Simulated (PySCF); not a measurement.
```yaml
atoms:
  - { symbol: Sn, position_ang: [0.0755, 0.5659, 0.4717] }
  - { symbol: H, position_ang: [0.1659, 0.5760, 2.1910] }
  - { symbol: C, position_ang: [2.0572, 0.3698, -0.3649] }
  - { symbol: H, position_ang: [2.6800, 1.2277, -0.0720] }
  - { symbol: H, position_ang: [2.0005, 0.3318, -1.4623] }
  - { symbol: H, position_ang: [2.5348, -0.5514, -0.0015] }
  - { symbol: C, position_ang: [-0.9259, 2.2962, -0.3107] }
  - { symbol: H, position_ang: [-0.4333, 3.2149, 0.0383] }
  - { symbol: H, position_ang: [-1.9721, 2.3039, 0.0254] }
  - { symbol: H, position_ang: [-0.9040, 2.2821, -1.4099] }
  - { symbol: N, position_ang: [-1.1293, -1.0266, 0.0094] }
  - { symbol: C, position_ang: [-0.7442, -2.3684, 0.3760] }
  - { symbol: H, position_ang: [-1.4959, -0.9849, -0.9378] }
  - { symbol: H, position_ang: [0.0985, -2.8051, -0.2018] }
  - { symbol: H, position_ang: [-0.4472, -2.3985, 1.4381] }
  - { symbol: H, position_ang: [-1.5948, -3.0673, 0.2774] }
```

Geometry: PBE0-D3(BJ)/def2-SVP; core potentials replace the inner electrons of Sn.

Theory: PySCF 2.14.0, CAM-B3LYP/def2-SVPD, SCF density, gas phase, scalar-relativistic core potentials on the heavy atoms.

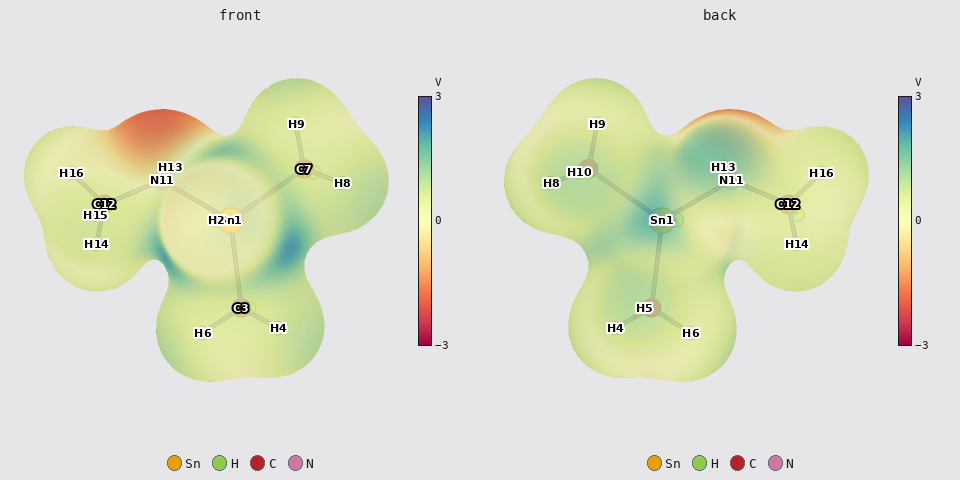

C3H11NSn (SnHMe2(NHMe)). The electrostatic potential painted on the density surface at 0.004 e/bohr³, seen from the front and from behind; red is negative and blue positive.

### Where is the surface potential most negative and most positive?

The most negative region (about −1.9 V, or −44 kcal/mol for a unit charge) lies over N11, the most positive (about +2.1 V, or +48 kcal/mol for a unit charge) over Sn1. N11 is the likeliest acceptor of a hydrogen bond.

### How polar is the molecule by this calculation?

Its dipole moment is 1.29 D.
